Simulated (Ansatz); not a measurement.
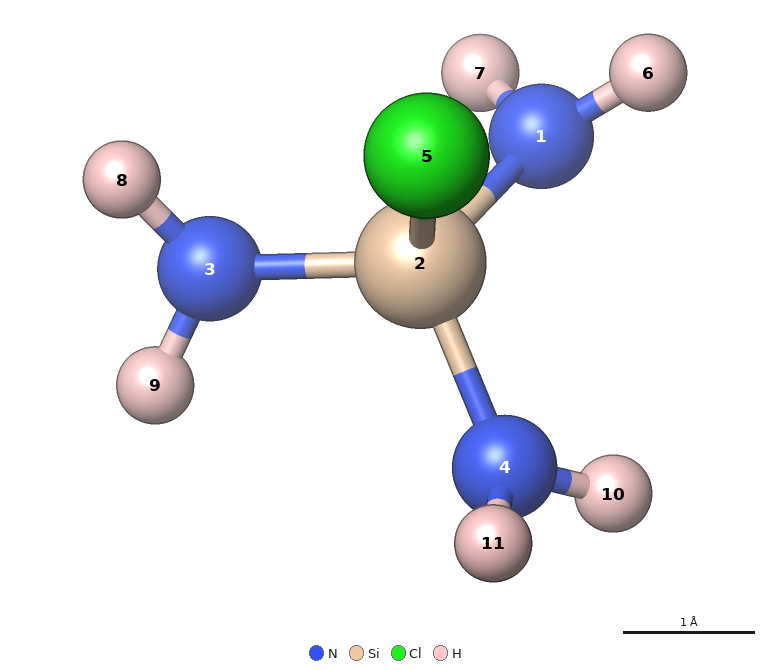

Orthographic view. Depth is shown by fading: the farther an atom, the more it takes the colour of the background. The geometry was computed by an optimisation with PBE0-D4/def2-TZVP.

Give the geometry as a Z-matrix, atoms in numerical order, with these reference atoms: 2 to 1; 3 to 2, 1; 4 to 2, 1, 3; 5 to 2, 4, 1; 6 to 1, 2, 4; 7 to 1, 6, 2; 8 to 3, 2, 4; 9 to 3, 8, 2; 10 to 4, 2, 1; 11 to 4, 10, 2.

```
N  
Si   1   1.701
N    2   1.701   1   110.0
N    2   1.700   1   109.9   3   121.6
Cl   2   2.089   4   108.8   1  -119.4
H    1   1.006   2   121.8   4   -86.3
H    1   1.006   6   112.2   2   149.4
H    3   1.006   2   121.9   4   150.1
H    3   1.006   8   112.3   2   149.7
H    4   1.006   2   118.7   1     1.8
H    4   1.006  10   112.4   2  -151.6
```
